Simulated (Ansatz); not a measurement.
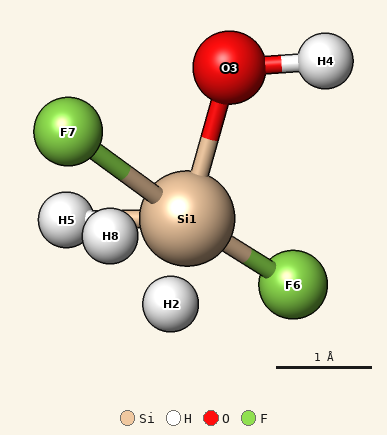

*The structure as given in the input (ball-and-stick view, seen at a tilt; atoms are numbered from 1 in the order of the input).*

## Geometry relaxation of SiH₄OF₂

The run: geometry relaxation of SiH₄OF₂. Method and program: RKS PBE0-D4/def2-SVP (Ansatz 0.2.0).

The input holds or restrains some coordinates. Forces given for the steps count only the free coordinates. It belongs to a series of runs on one base structure; here: pulled along the bonds that form and break, towards end A. Figures and captions count atoms from 1; the log counts them from 0 in places.

Output:
```
The last accepted step is kept in [file] (removed where the run ends without a failure and the disk answers)
Engine: ansatz 0.2.0, aarch64-unknown-linux-gnu
Functional definition: PBE0
  parameter a = 0.25
  parameter kappa = 0.804
  parameter beta = 0.06672455060314922
  exchange = (1 - a)*pbe_x(kappa = kappa, mu = beta*pi^2/3) + a*exact_x
  correlation = pbe_c(beta = beta)
810 factors; integrals over basis functions are off by at most 3.7e-4 eV
mean field evaluation 1: about -15397.2801 eV, gradient 6.1e1 eV
mean field evaluation 2: about -15376.5827 eV, gradient 1.2e2 eV
mean field evaluation 4: about -15403.6193 eV, gradient 6.8e0 eV
mean field evaluation 8: about -15403.6901 eV, gradient 1.9e-2 eV
mean field -15403.69014176 eV, -566.0751717135 hartree, gradient 1.8e-5 eV, S^2 0.000000; 0 other end points of the search recorded, 0 dependent functions left out
the calculation of the forces begins
reference -15403.69016361 eV, -566.0751725164 hartree; 22, 22 occupied and 58, 58 virtual orbitals, 810 factors
relax step   1: F+E_penalty+E_count = -15403.79223135 eV  Δ(F+E_penalty+E_count) = +0.000e0 eV  max|allowed force component| = 5.982e0 eV/Å  E_restraint = 28.62075980 eV  max|allowed force component, restraints' pulls added| = 2.888e1 eV/Å  Δτ_max = 0.0000 Å  (25 SCF iters, accepted)
  distance Si 0 - F 6 = 1.8900 Å
  distance H 7 - H 1 = 0.9806 Å
  distance Si 0 - H 1 = 1.8100 Å
  distance H 7 - F 6 = 1.3696 Å
these checks for a lower state are left out or cut short: starts, cluster_reference, orbital_swaps, neighbouring_geometries, increment
810 factors; integrals over basis functions are off by at most 3.4e-4 eV
mean field evaluation 16: about -15403.7897 eV, gradient 1.5e1 eV
mean field -15404.77629132 eV, -566.1150869737 hartree, gradient 6.4e-6 eV, S^2 0.000000; 0 other end points of the search recorded, 0 dependent functions left out
[... from here on the field's lines of each further geometry are left out, up to the last ...]
relax step   2: F+E_penalty+E_count = -15404.87110606 eV  Δ(F+E_penalty+E_count) = -1.079e0 eV  max|allowed force component| = 4.859e0 eV/Å  E_restraint = 13.73895069 eV  max|allowed force component, restraints' pulls added| = 1.999e1 eV/Å  Δτ_max = 0.1950 Å  (33 SCF iters, accepted)
relax step   3: F+E_penalty+E_count = -15405.82198977 eV  Δ(F+E_penalty+E_count) = -9.509e-1 eV  max|allowed force component| = 5.091e0 eV/Å  E_restraint = 4.52323723 eV  max|allowed force component, restraints' pulls added| = 9.337e0 eV/Å  Δτ_max = 0.1948 Å  (28 SCF iters, accepted)
relax step   4: F+E_penalty+E_count = -15406.31977233 eV  Δ(F+E_penalty+E_count) = -4.978e-1 eV  max|allowed force component| = 3.601e0 eV/Å  E_restraint = 0.71682366 eV  max|allowed force component, restraints' pulls added| = 5.979e0 eV/Å  Δτ_max = 0.1956 Å  (27 SCF iters, accepted)
relax step   5: F+E_penalty+E_count = -15406.63164241 eV  Δ(F+E_penalty+E_count) = -3.119e-1 eV  max|allowed force component| = 2.620e0 eV/Å  E_restraint = 0.01335670 eV  max|allowed force component, restraints' pulls added| = 2.310e0 eV/Å  Δτ_max = 0.1976 Å  (28 SCF iters, accepted)
relax step   6: F+E_penalty+E_count = -15406.82167405 eV  Δ(F+E_penalty+E_count) = -1.900e-1 eV  max|allowed force component| = 4.383e-1 eV/Å  E_restraint = 0.00420775 eV  max|allowed force component, restraints' pulls added| = 4.392e-1 eV/Å  Δτ_max = 0.2000 Å  (27 SCF iters, accepted)
relax step   7: F+E_penalty+E_count = -15406.83276532 eV  Δ(F+E_penalty+E_count) = -1.109e-2 eV  max|allowed force component| = 3.841e-1 eV/Å  E_restraint = 0.00462871 eV  max|allowed force component, restraints' pulls added| = 3.701e-1 eV/Å  Δτ_max = 0.1998 Å  (26 SCF iters, accepted)
relax step   8: F+E_penalty+E_count = -15406.84812204 eV  Δ(F+E_penalty+E_count) = -1.536e-2 eV  max|allowed force component| = 6.006e-1 eV/Å  E_restraint = 0.00582510 eV  max|allowed force component, restraints' pulls added| = 6.006e-1 eV/Å  Δτ_max = 0.1661 Å  (28 SCF iters, accepted)
relax step   9: F+E_penalty+E_count = -15406.85480727 eV  Δ(F+E_penalty+E_count) = -6.685e-3 eV  max|allowed force component| = 4.801e-1 eV/Å  E_restraint = 0.00607647 eV  max|allowed force component, restraints' pulls added| = 4.713e-1 eV/Å  Δτ_max = 0.1198 Å  (27 SCF iters, accepted)
relax step  10: F+E_penalty+E_count = -15406.85608900 eV  Δ(F+E_penalty+E_count) = -1.282e-3 eV  max|allowed force component| = 5.179e-1 eV/Å  E_restraint = 0.00292690 eV  max|allowed force component, restraints' pulls added| = 2.035e-1 eV/Å  Δτ_max = 0.0281 Å  (27 SCF iters, accepted)
relax step  11: F+E_penalty+E_count = -15406.85491086 eV  Δ(F+E_penalty+E_count) = +1.178e-3 eV  max|allowed force component| = 5.356e-1 eV/Å  E_restraint = 0.00268284 eV  max|allowed force component, restraints' pulls added| = 5.356e-1 eV/Å  Δτ_max = 0.0284 Å  (25 SCF iters, rejected (line search))
the calculation of the forces begins
reference -15406.76895637 eV, -566.1883160635 hartree; 22, 22 occupied and 58, 58 virtual orbitals, 810 factors
relax step  12: F+E_penalty+E_count = -15406.85875296 eV  Δ(F+E_penalty+E_count) = -2.664e-3 eV  max|allowed force component| = 4.824e-1 eV/Å  E_restraint = 0.00311953 eV  max|allowed force component, restraints' pulls added| = 1.100e-1 eV/Å  Δτ_max = 0.0138 Å  (27 SCF iters, accepted)
  distance Si 0 - F 6 = 2.7923 Å
  distance H 7 - H 1 = 1.8619 Å
  distance Si 0 - H 1 = 1.4736 Å
  distance H 7 - F 6 = 0.9239 Å
810 factors; integrals over basis functions are off by at most 8.6e-4 eV
mean field evaluation 96: about -15406.7475 eV, gradient 3.0e0 eV
```

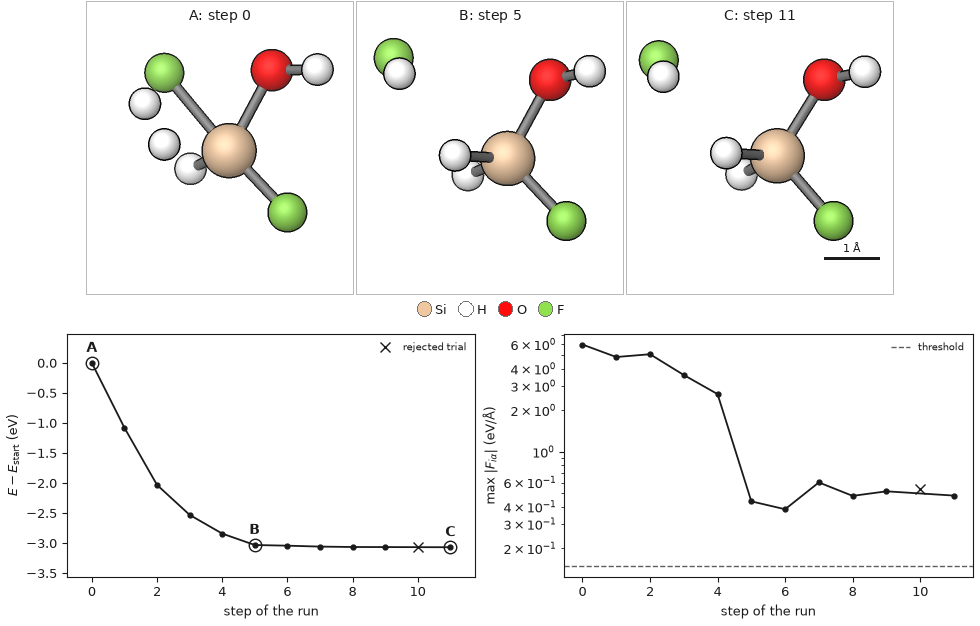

*Frames of the restrained relaxation (ball-and-stick view, seen at a tilt) above the curves, on which the letters mark them (the first geometry is step 0 here and step 1 in the log).*

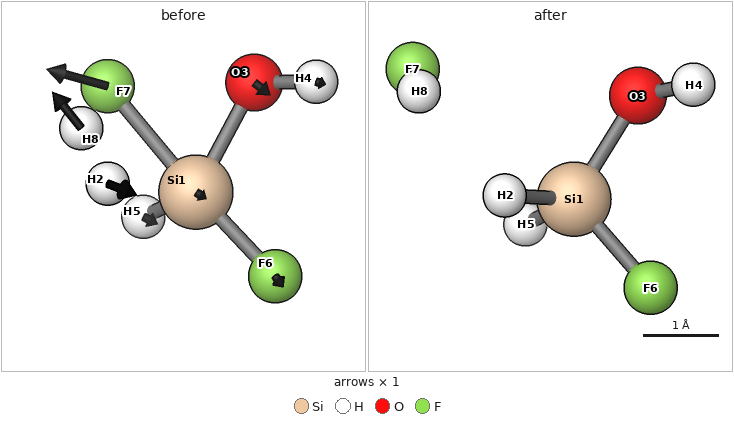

*Before (left) and after (right) the restrained relaxation, at one scale (ball-and-stick view, seen at a tilt). The black arrows give the displacements, at true length.*

After 11 geometry steps the energy has fallen by 3.067 eV. Largest force component: 6 eV/Å at the start, 0.48 eV/Å at the end. The line search rejected the trial step at point 10 (counted from 0) and went back. F7 moves most after the best rigid fit: 0.89 Å. Largest moves by element: F 0.89 Å, H 0.64 Å, O 0.29 Å, Si 0.18 Å. Among the contacts that change: Si1–F7 1.890 → 2.792 Å, F7–H8 1.370 → 0.924 Å, Si1–H2 1.810 → 1.474 Å, O3–H4 1.010 → 0.960 Å. New bonds form: F7–H8 (1.37 → 0.92 Å). Bonds break: Si1–F7 (1.89 → 2.79 Å). Among the angles that change: Si1–O3–H4 109.5° → 118.1°. (Atoms are counted from 1 in the order of the input.)

```
mean field -15406.76893528 eV, -566.1883152885 hartree, gradient 5.6e-6 eV, S^2 0.000000; 1 other end points of the search recorded, 0 dependent functions left out
the calculation of the forces begins
reference -15406.76895637 eV, -566.1883160635 hartree; 22, 22 occupied and 58, 58 virtual orbitals, 810 factors
Total energy: -15406.85877404 eV, -566.1916168022 hartree
Atom 0 at    -0.058882    -0.144656    -0.079233 Å, force     0.079262    -0.040229    -0.482438 eV/Å
Atom 1 at    -0.046255    -0.169650     1.394060 Å, force    -0.023071    -0.074393     0.403403 eV/Å
Atom 2 at     1.453423    -0.241359    -0.726882 Å, force    -0.100938     0.088482    -0.002862 eV/Å
Atom 3 at     1.878426    -1.101600    -0.755583 Å, force     0.026360    -0.077809     0.026716 eV/Å
Atom 4 at    -0.762640     1.023705    -0.640594 Å, force    -0.000231     0.005880    -0.001781 eV/Å
Atom 5 at    -0.873895    -1.490286    -0.484985 Å, force    -0.031930    -0.016501    -0.001182 eV/Å
Atom 6 at     1.052606     2.032347     1.270611 Å, force     0.019005     0.090921     0.010850 eV/Å
Atom 7 at     0.934616     1.339599     1.870405 Å, force     0.031541     0.023649     0.047294 eV/Å
Dipole moment:     0.148752    -0.255112     0.318490 e Å
```

Trajectory as extended XYZ (Å, eV, eV/Å), 12 frames, from step=1 to step=12:
```
8
Properties=species:S:1:pos:R:3:forces:R:3 step=1 energy=-15403.79223
Si    0.0000    0.0000    0.0000    2.9695   3.8932  -0.5072
H     0.0000    0.0000    1.8100   -0.1990  -0.4243  -0.4299
O     1.5842    0.0000   -0.5594    0.4716  -5.9819  -1.1651
H     1.9006   -0.9521   -0.6761   -0.3157   1.6395  -0.5081
H    -0.6877    1.1914   -0.4862   -1.5636  -0.6036  -0.2470
F    -0.7489   -1.2974   -0.5295   -0.3566  -1.1034   0.5528
F     0.9912    1.4948    0.5960   -1.1563   2.2609   4.2348
H     0.5380    0.8114    1.6930    0.1502   0.3196  -1.9305
8
Properties=species:S:1:pos:R:3:forces:R:3 step=2 energy=-15404.87111
Si   -0.0297   -0.0547    0.0229    2.5715   3.4498   0.4382
H    -0.0833   -0.1272    1.7429    0.0441  -0.0667  -1.5532
O     1.5689   -0.0357   -0.5561   -0.6841  -3.1695  -0.2215
H     1.9010   -0.9518   -0.6834   -0.1649   0.7370  -0.2909
H    -0.7010    1.1766   -0.4846   -0.6937  -0.8252   0.0656
F    -0.7627   -1.3262   -0.5299   -0.8311  -1.7462  -0.1775
F     1.0475    1.6057    0.7189   -1.5535  -0.4521   4.8593
H     0.6366    0.9615    1.6170    1.3116   2.0728  -3.1200
8
Properties=species:S:1:pos:R:3:forces:R:3 step=3 energy=-15405.82199
Si   -0.0812   -0.1444    0.0383    3.4297   5.0912   0.8705
H    -0.1395   -0.2154    1.6574   -0.0235  -0.2066  -1.4905
O     1.5431   -0.0583   -0.5494   -1.6394  -1.6932   0.3532
H     1.9006   -0.9461   -0.6849    0.0824   0.0631  -0.1883
H    -0.7012    1.1609   -0.4800   -0.2047  -1.2007   0.3518
F    -0.7836   -1.3659   -0.5457   -1.8362  -3.3815  -1.2202
F     1.1026    1.7002    0.8563   -0.8583  -0.2220   2.5303
H     0.7365    1.1171    1.5558    1.0499   1.5497  -1.2068
8
Properties=species:S:1:pos:R:3:forces:R:3 step=4 energy=-15406.31977
Si   -0.1209   -0.1961    0.0328    2.9642   3.6014  -0.4025
H    -0.1707   -0.2721    1.5501   -0.0482  -0.2025  -0.3778
O     1.5084   -0.0817   -0.5413   -1.8673  -1.0985   0.5098
H     1.8982   -0.9509   -0.6840    0.1286  -0.0635  -0.0767
H    -0.7007    1.1223   -0.4676   -0.2138  -0.9725   0.2870
F    -0.8274   -1.4434   -0.5764   -1.0971  -1.9754  -0.7227
F     1.1770    1.8355    0.9764    0.2305   1.0819  -0.0502
H     0.8134    1.2344    1.5577   -0.0969  -0.3708   0.8331
8
Properties=species:S:1:pos:R:3:forces:R:3 step=5 energy=-15406.63164
Si   -0.1239   -0.1648   -0.0340    2.6196  -0.7422  -0.0861
H    -0.1580   -0.2569    1.4410   -0.0462  -0.1084   0.3994
O     1.4863   -0.1312   -0.5714   -1.3828  -0.4109   0.2426
H     1.8838   -1.0012   -0.6804    0.0584  -0.0205  -0.0068
H    -0.7337    1.0150   -0.4607   -1.0369   1.4096  -0.7378
F    -0.8581   -1.4834   -0.5849   -0.2385  -0.3351  -0.1586
F     1.2056    1.9787    1.1095   -0.0844   0.2597   0.0667
H     0.8754    1.2919    1.6287    0.1107  -0.0522   0.2808
8
Properties=species:S:1:pos:R:3:forces:R:3 step=6 energy=-15406.82167
Si   -0.0991   -0.1672   -0.0890    0.3308   0.4383  -0.0229
H    -0.1015   -0.1575    1.3868   -0.1004  -0.2849   0.4124
O     1.4417   -0.1841   -0.6678    0.0139  -0.2862  -0.1428
H     1.8805   -1.0414   -0.6629    0.0483   0.0628  -0.0308
H    -0.7817    1.0378   -0.5707   -0.2168  -0.0047  -0.2793
F    -0.8527   -1.5248   -0.5404   -0.1295  -0.0918  -0.0492
F     1.0950    1.9971    1.2029   -0.0037   0.0795   0.1292
H     0.9951    1.2881    1.7889    0.0574   0.0871  -0.0166
8
Properties=species:S:1:pos:R:3:forces:R:3 step=7 energy=-15406.83276
Si   -0.1072   -0.1150   -0.0927    0.3841  -0.3269  -0.3689
H    -0.1308   -0.0681    1.3823   -0.1184  -0.0816   0.2796
O     1.4291   -0.2113   -0.6874    0.0779   0.1439  -0.0176
H     1.8983   -1.0518   -0.7369   -0.2397   0.1174   0.0811
H    -0.8461    0.9808   -0.7510    0.0434   0.0367   0.0401
F    -0.8196   -1.5266   -0.4558   -0.2292  -0.0888  -0.0220
F     1.0557    1.9907    1.3197    0.0452   0.1610   0.0065
H     1.0979    1.2495    1.8696    0.0368   0.0383   0.0013
8
Properties=species:S:1:pos:R:3:forces:R:3 step=8 energy=-15406.84812
Si   -0.0690   -0.1409   -0.0660   -0.0215  -0.3549  -0.4935
H    -0.0837   -0.1755    1.4106   -0.0070  -0.0768   0.3402
O     1.4594   -0.2305   -0.6738   -0.2923   0.6006   0.0460
H     1.8736   -1.0839   -0.7321    0.2537  -0.5640  -0.0138
H    -0.7624    1.0294   -0.6160   -0.0778   0.0941  -0.0850
F    -0.8642   -1.4928   -0.5180    0.0796   0.2082   0.1076
F     1.0155    2.0586    1.2645    0.0123  -0.2264   0.1890
H     1.0082    1.2837    1.7785    0.0529   0.3192  -0.0906
8
Properties=species:S:1:pos:R:3:forces:R:3 step=9 energy=-15406.85481
Si   -0.0625   -0.1526   -0.0798    0.0801   0.0056  -0.4801
H    -0.0486   -0.1683    1.3921   -0.0549  -0.1401   0.4309
O     1.4577   -0.2399   -0.7125   -0.2233   0.2245  -0.0069
H     1.8703   -1.1015   -0.7529    0.1419  -0.2709   0.0031
H    -0.7536    1.0314   -0.6243   -0.0394  -0.0425  -0.0475
F    -0.8751   -1.4988   -0.5012    0.0376   0.1028   0.0384
F     1.0359    2.0370    1.2579   -0.0054  -0.1592   0.2449
H     0.9532    1.3407    1.8684    0.0633   0.2798  -0.1828
8
Properties=species:S:1:pos:R:3:forces:R:3 step=10 energy=-15406.85609
Si   -0.0637   -0.1443   -0.0756    0.2180  -0.0355  -0.5179
H    -0.0539   -0.1622    1.3973   -0.0475  -0.0865   0.4078
O     1.4554   -0.2365   -0.7140   -0.1477   0.0810   0.0161
H     1.8759   -1.0983   -0.7650    0.0062  -0.0673   0.0317
H    -0.7646    1.0210   -0.6444   -0.0264   0.0168  -0.0024
F    -0.8672   -1.4944   -0.4863   -0.0538  -0.0293   0.0056
F     1.0601    2.0260    1.2672    0.0193   0.1227  -0.0103
H     0.9355    1.3367    1.8687    0.0319  -0.0018   0.0695
8
Properties=species:S:1:pos:R:3:forces:R:3 step=11 energy=-15406.85491 accepted=F
Si   -0.0627   -0.1456   -0.0803    0.1927  -0.0611  -0.5093
H    -0.0398   -0.1712    1.3919   -0.0362  -0.0870   0.4233
O     1.4470   -0.2461   -0.7357   -0.3593   0.5356   0.0107
H     1.8874   -1.0894   -0.7406    0.2348  -0.4971   0.0284
H    -0.7645    1.0253   -0.6344   -0.0136   0.0248  -0.0207
F    -0.8787   -1.4889   -0.4870   -0.0707  -0.0380   0.0063
F     1.0621    2.0237    1.2646    0.0313   0.1570  -0.0360
H     0.9266    1.3403    1.8694    0.0209  -0.0343   0.0974
8
Properties=species:S:1:pos:R:3:forces:R:3 step=12 energy=-15406.85875
Si   -0.0589   -0.1447   -0.0792    0.0793  -0.0402  -0.4824
H    -0.0463   -0.1696    1.3941   -0.0231  -0.0744   0.4034
O     1.4534   -0.2414   -0.7269   -0.1009   0.0885  -0.0029
H     1.8784   -1.1016   -0.7556    0.0264  -0.0778   0.0267
H    -0.7626    1.0237   -0.6406   -0.0002   0.0059  -0.0018
F    -0.8739   -1.4903   -0.4850   -0.0319  -0.0165  -0.0012
F     1.0526    2.0323    1.2706    0.0190   0.0909   0.0109
H     0.9346    1.3396    1.8704    0.0315   0.0236   0.0473
```

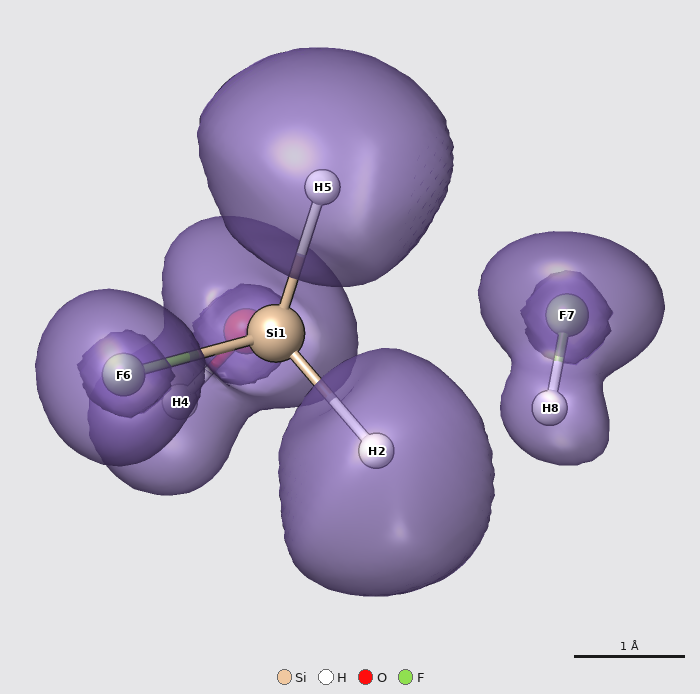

*Isosurface of the electron localisation function at 0.75 (purple), seen from the side. Core shells and regions of very low density are left out.*

Values along the shortest contacts: Si1···F7 (2.79 Å): the ELF is only about 0.05 between them. Si–F (1.62 Å): the ELF peaks at about 0.85 between the atoms.

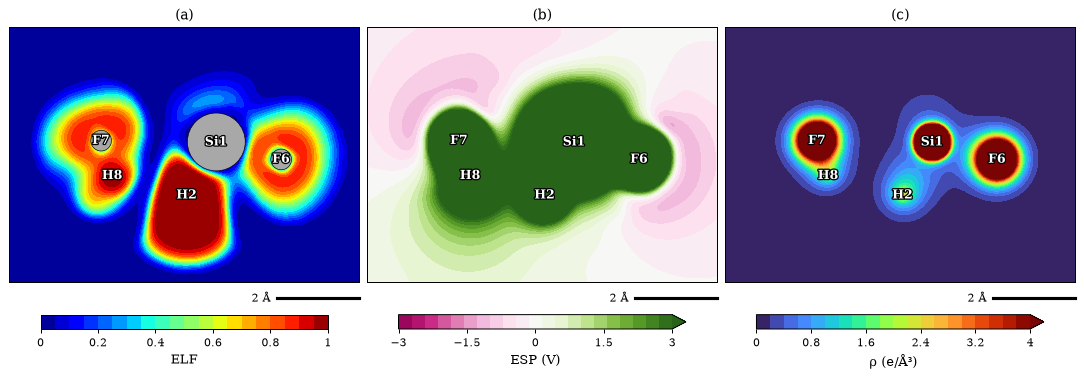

*(a) electron localisation function; (b) electrostatic potential; (c) electron density on the plane of atoms H2, Si1 and F6. Grey discs, where drawn, cover atomic cores.*

Si1···F7 (2.79 Å): ρ at the midpoint is about 0.09 e/Å³; the ELF is only about 0.05 between them. Si–H (1.47 Å): ρ at the midpoint is about 0.8 e/Å³; the ELF climbs to about 1 towards the hydrogen.

The run was set up as follows.

Input file:
```yaml
crystal:
  periodic: [false, false, false]
  atoms:
    - { symbol: Si, position_ang: [0.0, 0.0, 0.0] }
    - { symbol: H, position_ang: [0.0, 0.0, 1.81] }
    - { symbol: O, position_ang: [1.5842, 0.0, -0.5594] }
    - { symbol: H, position_ang: [1.9006, -0.9521, -0.6761] }
    - { symbol: H, position_ang: [-0.6877, 1.1914, -0.4862] }
    - { symbol: F, position_ang: [-0.7489, -1.2974, -0.5295] }
    - { symbol: F, position_ang: [0.9912, 1.4948, 0.596] }
    - { symbol: H, position_ang: [0.538, 0.8114, 1.693] }
basis:
  gaussian: { orbitals: def2-SVP }
hamiltonian:
  xc: pbe0
  dispersion: d4
relax:
  f_tol: 0.15
  max_steps: 25
  restrain:
    - { distance: [0, 6], at: 2.79, k: 30.0 }
    - { distance: [7, 1], at: 1.86, k: 30.0 }
    - { distance: [0, 1], at: 1.46, k: 30.0 }
    - { distance: [7, 6], at: 0.92, k: 30.0 }
output:
  orbitals: {}
```

Command:
```bash
ansatz run input.yaml --threads 1 --pin off --max-ram 2048MiB --backend cpu --events-out ev --progress --plain --runs-dir out
```

Results in brief:

- outcome: converged under the restraints of the input
- total energy: −15406.8588 eV
- mean-field energy: −15406.7690 eV
- largest force (length of the vector) at the end, held atoms and coordinates included: 0.491 eV/Å
- hardware: 1 thread of Arm Neoverse V2, 24 GiB of memory available, shared host
- wall time: 27 s
- peak memory: 0.15 GiB
